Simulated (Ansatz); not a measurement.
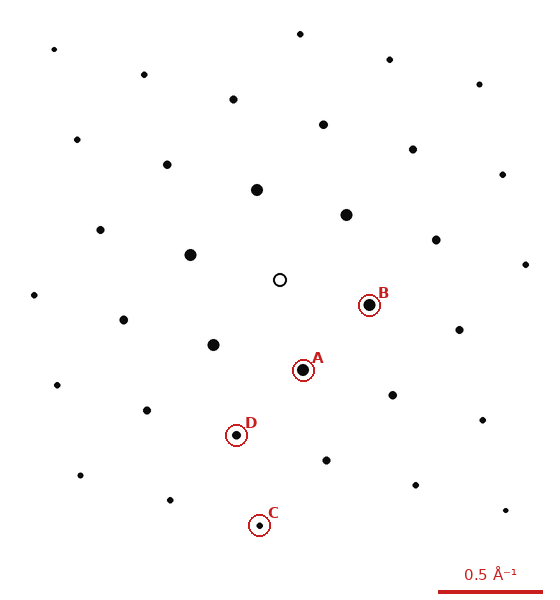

Kinematic zone-axis pattern, calculated for 200 keV electrons with B = 0.5 Å². The zone axis points towards the electron source and the pattern is seen from the source side.

Mo, space group Im-3m (No. 229), a = 3.15 Å. Structure: the input geometry of an electronic-structure calculation (not necessarily at equilibrium).

Spot A is indexed -1 0 1 and spot B 0 -1 1.

> Index the other marked spots.

C = 3A − B = -3 1 2 (d = 0.842 Å). D = 2A − B = -2 1 1 (d = 1.286 Å).

> Which zone axis is this?

The cross product of A and B is parallel to [111]; every spot obeys hu + kv + lw = 0.
